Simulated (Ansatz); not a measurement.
## Nudged elastic band of CH5AlO (part 2 of 2)

Continued. System: CH5AlO. Method: RHF/def2-SVPD (Ansatz 0.2.0). The run did not end well. One setting was made poor on purpose. It belongs to a series of runs on one base structure; here: band between the two ends.

Geometry of the input (Å):
```
C  -0.7776  0.9908  -0.0758
Al 0.5780  -0.4077  -0.2637
O  0.5918  -1.6738  0.8817
H  -0.3147  1.9508  0.1778
H  -1.5022  0.7575  0.7080
H  -1.3279  1.1501  -1.0085
H  1.6683  -0.4179  -1.4109
H  1.1765  -2.4071  0.9355
```

### Log, continued
```
NEB iter  59: max|band force component| = 8.244e-2 eV/Å  barrier→ = 4.0195 eV  barrier← = 1.8000 eV  CI = image 3  Δτ_max = 0.0043 Å  (105 SCF iters)
the calculation of the forces begins
reference -9724.50740135 eV, -357.3690554916 hartree; 16, 16 occupied and 91, 91 virtual orbitals, 1095 factors
these checks for a lower state are left out or cut short: starts, cluster_reference, orbital_swaps, neighbouring_geometries, increment
1095 factors; integrals over basis functions are off by at most 7.6e-4 eV
mean field -9724.74428460 eV, -357.3777607906 hartree, gradient 1.6e-5 eV, S^2 0.000000; 0 other end points of the search recorded, 0 dependent functions left out
the calculation of the forces begins
reference -9724.74428460 eV, -357.3777607906 hartree; 16, 16 occupied and 91, 91 virtual orbitals, 1095 factors
NEB iter  60: max|band force component| = 4.426e-1 eV/Å  barrier→ = 4.0196 eV  barrier← = 1.8002 eV  CI = image 3  Δτ_max = 0.0008 Å  (112 SCF iters)
```

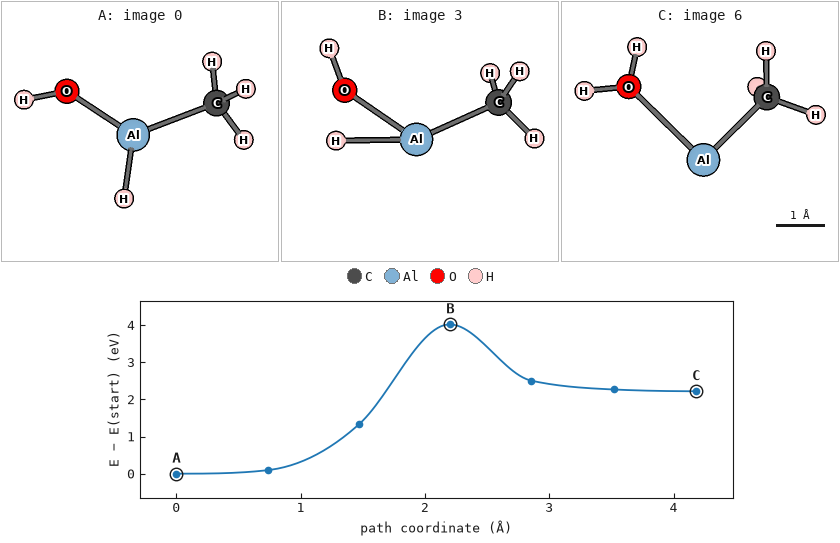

Fig. 1: Images of the last band (counted from 0; ball-and-stick, seen at a tilt) above the energy along the path; the line is a cubic interpolation that uses the forces. The highest image is number 3, 4.020 eV above the start and 1.800 eV above the end (the climbing image); the end lies 2.219 eV above the start. The path is 4.18 Å long. The band had not converged after 60 iterations.

```
Unfinished report: {"positions_ang":[[-0.8164668620345549,1.0873043853624582,-0.08721298733199838],[0.5122502272339535,-0.17551056046887317,-0.814325141855927],[0.8703707327246069,-1.6489860055371477,0.26347814260249264],[-0.35742221423812487,1.8579970993993535,0.543202584380394],[-1.5202150799605185,0.5294503066113343,0.5413237075412998],[-1.3927431385382476,1.6033954358692273,-0.8603114710824474],[1.6131590354929113,-1.493268318647458,-0.7905652436317697],[1.1832662993199754,-1.8175803525888956,1.148610399377956]],"unchecked":["starts","cluster_reference","orbital_swaps","neighbouring_geometries","increment"],"mean_field":{"relativity":"none","state":{"energy":{"ev":-9722.991649901795,"hartree":-357.3133526534443},"converged":true,"gradient_ev":0.000020959773028501366,"stability":{"kind":"minimum","curvature_ev":17.875898850842443},"curvature_floor_ev":0.00030000000000000003,"spin_squared":-1.7763568394002505e-14},"others":[],"fillings":{"estimated":0,"unestimated":0,"tried":0,"untried":0,"excluded_magnetic_sites":0},"n_dropped_functions":0,"n_trapped_functions":0,"passes":{"evaluations":3,"products":21},"factors":{"origin":"Cholesky decomposition","count":1095,"bound_ev":0.0007513600605885881},"gradient_stop_ev":0.00009,"reference_kind":"stationary","symmetry":{"irreps":["A"],"axes":[[0.9996902207206413,-0.024723372111287254,0.002866612454151157],[0.024741744631799952,0.999672343793023,-0.006561335834917674],[-0.0027034548433937638,0.006630228262330048,0.9999743653739825]],"occupied":[{"A":16},{"A":16}]},"held":{"pivots":1095,"left_out":0,"joined":0},"density_repulsion":{"missed_ev":4.793153350812639e-6,"excess_ev":0.0,"most_excess_ev":0.0000864,"are_drawn_again":false,"n_first_factors":1095,"energy_change_ev":0.0,"n_dropped_ends":0}},"factors":{"origin":"Cholesky decomposition","count":1095,"bound_ev":0.0007513600605885881},"n_frozen":0,"n_occupied":[16,16],"n_virtual":[91,91],"reference":{"ev":-9722.991649901795,"hartree":-357.3133526534443},"total":{"ev":-9722.991649901795,"hartree":-357.3133526534443},"forces_ev_per_angstrom":[[-0.015206598048877364,-0.007293550133273643,0.0031388893591838035],[-0.05134029050783717,0.0525446897160584,-0.03753360397388365],[0.0968163322790019,-0.04052142095919248,0.09495500253313703],[0.018367643646305883,-0.020301644723121386,-0.014316572885951988],[-0.03352022478220262,0.033807928680591376,0.00802656857236418],[0.006285060726461205,0.008492779997721342,0.0017111898823819758],[0.006160515040095636,-0.022855642687820556,0.07767584124083073],[-0.02756243835162215,-0.003873139890652767,-0.1336573147277692]],"charge_distribution":{"dipole_moment_e_ang":[-0.05564696880842192,0.10344059390718978,0.409850931351505],"mulliken_charges_e":[-0.3892131720438323,0.6804210066314589,-0.7756348598795544,0.01821995583317615,0.013892846257716918,0.005226463654781632,0.2623489674093932,0.18473879213679978],"lowdin_charges_e":[0.3602129949263171,0.8389034436553846,-0.02668154126559763,-0.21719126219363138,-0.2159335866996137,-0.22360985035189174,-0.22126025026918272,-0.29443994780179095]},"n_threads":2,"memory_gib":2.556818182580173,"seconds":{"hamiltonian":0.922447249,"orbitals":0.0,"second_order":0.0,"solver_start":0.0,"cycles":0.0,"cycle":0.0,"perturbative":0.0,"full_ci_increment":0.0,"forces":0.0}}
this run last wrote the band of iteration 60 to [file]
Error: NEB band did not converge after 60 iterations: max|band force component| = 4.43e-1 eV/Å (threshold 5.0e-2); raise `neb.max_iterations` in a new run, which can start from the last band evaluated (`neb.initial_path`, with `crystal.atoms` and `neb.final_atoms` set to its first and last images), add images, or start from endpoints closer to local minima. Where this run's directory can be resumed (`checkpoint.write`), a resume goes on for up to `neb.max_iterations` more; to start a new run from the last band, take its images' positions from the `neb_iteration` event of iteration 60 (`data.images[].positions_ang`), in the event stream of the run that computed that iteration (not this run's, if it was resumed behind it). With `checkpoint.write`, `steps/00-neb/state/checkpoint.json` in the run directory holds the last saved band, under `neb.evaluated.images[].positions_ang` (a band under a hybrid functional on support functions is neither saved nor resumed: `neb.initial_path` says where its path is): check the last entry of `neb.iterations` there, which is earlier than 60 if that iteration was not saved or its write failed. If the band's step has no `state` directory and holds `state.next`, a write was cut short, and the file is under `state.next` instead (behind a loss of power it can be under `state.prev`)
this run wrote the band of iteration 60 to [file] as well, whether or not its events were kept: a new run's `neb.initial_path` can list its `images[].positions_ang`
a run's events are kept only if it was started with --events-out <file>, and are in that file
```

### The last band as extended XYZ (Å, eV, eV/Å)
```
8
Properties=species:S:1:pos:R:3:forces:R:3 image=0 energy=-9727.01122
C    -0.7776    0.9908   -0.0758    0.0113  -0.0139   0.0109
Al    0.5780   -0.4077   -0.2637    0.0057   0.0109  -0.0031
O     0.5918   -1.6738    0.8817    0.0006  -0.0013  -0.0039
H    -0.3147    1.9508    0.1778   -0.0048   0.0031  -0.0045
H    -1.5022    0.7575    0.7080   -0.0020   0.0017  -0.0032
H    -1.3279    1.1501   -1.0085    0.0011   0.0015  -0.0022
H     1.6683   -0.4179   -1.4109   -0.0097  -0.0028   0.0058
H     1.1765   -2.4071    0.9355   -0.0021   0.0009   0.0001
8
Properties=species:S:1:pos:R:3:forces:R:3 image=1 energy=-9726.91419
C    -0.7780    0.9914   -0.1240    0.0187  -0.0409  -0.0026
Al    0.5497   -0.4231   -0.4160    0.0058  -0.0662   0.1392
O     0.5576   -1.5424    0.8728   -0.0245   0.0741   0.2257
H    -0.3237    1.8002    0.4611    0.0168  -0.0099  -0.0425
H    -1.5280    0.5329    0.5289   -0.0566   0.0600  -0.0192
H    -1.2972    1.4546   -0.9647    0.1115  -0.0789  -0.0870
H     1.6528   -0.7442   -1.4998   -0.0944   0.2787  -0.2058
H     1.2591   -2.1265    1.0860    0.0227  -0.2170  -0.0078
8
Properties=species:S:1:pos:R:3:forces:R:3 image=2 energy=-9725.67374
C    -0.7991    1.0522   -0.1207    0.1462  -0.1197  -0.2086
Al    0.5423   -0.3485   -0.6001    0.1451  -0.8326   1.0046
O     0.6115   -1.6105    0.5533   -1.2763   0.1192   1.3972
H    -0.3568    1.8280    0.5197    0.1216  -0.1375  -0.1545
H    -1.4946    0.5008    0.5276    0.0996  -0.0003  -0.1346
H    -1.3947    1.5675   -0.8758    0.1351  -0.0636  -0.1354
H     1.7167   -1.1872   -1.2290    0.4204   1.3126  -1.9056
H     1.2669   -1.8595    1.1692    0.2082  -0.2781   0.1369
8
Properties=species:S:1:pos:R:3:forces:R:3 image=3 energy=-9722.99165
C    -0.8165    1.0873   -0.0872   -0.0152  -0.0073   0.0031
Al    0.5122   -0.1755   -0.8143   -0.0513   0.0525  -0.0375
O     0.8704   -1.6490    0.2635    0.0968  -0.0405   0.0950
H    -0.3574    1.8580    0.5432    0.0184  -0.0203  -0.0143
H    -1.5202    0.5294    0.5413   -0.0335   0.0338   0.0080
H    -1.3927    1.6034   -0.8603    0.0063   0.0085   0.0017
H     1.6132   -1.4933   -0.7906    0.0062  -0.0229   0.0777
H     1.1833   -1.8176    1.1486   -0.0276  -0.0039  -0.1337
8
Properties=species:S:1:pos:R:3:forces:R:3 image=4 energy=-9724.50740
C    -0.8482    1.0766   -0.0612   -0.0470  -0.0020   0.0484
Al    0.5443    0.1138   -1.1058   -0.0184   0.3963  -0.4600
O     0.9331   -1.6150    0.1664    0.0081   0.0443   0.3112
H    -0.4150    1.8672    0.5651   -0.0158  -0.0101   0.0379
H    -1.5069    0.4688    0.5663   -0.0310  -0.0111   0.0424
H    -1.4726    1.5815   -0.8100   -0.0774   0.0433   0.0869
H     1.6353   -1.8019   -0.4440    0.2639  -0.5245   0.3539
H     1.2223   -1.7481    1.0676   -0.0823   0.0638  -0.4207
8
Properties=species:S:1:pos:R:3:forces:R:3 image=5 energy=-9724.74429
C    -0.8469    1.0090   -0.0758    0.0083  -0.0089  -0.0022
Al    0.3741    0.1223   -1.4163   -0.0293   0.0270  -0.0835
O     1.0379   -1.4454    0.1048   -0.1542   0.2193   0.3869
H    -0.3115    1.7029    0.5872    0.0244  -0.0283   0.0077
H    -1.4313    0.3346    0.5626    0.0303  -0.0318  -0.0119
H    -1.5669    1.6186   -0.6367   -0.0189   0.0163   0.0381
H     1.7388   -1.9723   -0.2363    0.2229  -0.2078  -0.0495
H     1.0979   -1.4270    1.0546   -0.0836   0.0141  -0.2857
8
Properties=species:S:1:pos:R:3:forces:R:3 image=6 energy=-9724.79181
C    -0.8293    0.9114   -0.0883   -0.0023   0.0017   0.0026
Al    0.1744    0.0038   -1.5936    0.0029  -0.0046   0.0010
O     1.1263   -1.2261    0.0609   -0.0076   0.0104   0.0094
H    -0.1488    1.4168    0.6119   -0.0003  -0.0016   0.0017
H    -1.4276    0.2013    0.5004    0.0004  -0.0004  -0.0005
H    -1.5221    1.6746   -0.4585   -0.0004   0.0017  -0.0017
H     1.7763   -1.8975   -0.0743    0.0088  -0.0113  -0.0079
H     0.9431   -1.1414    0.9858   -0.0015   0.0040  -0.0046
```
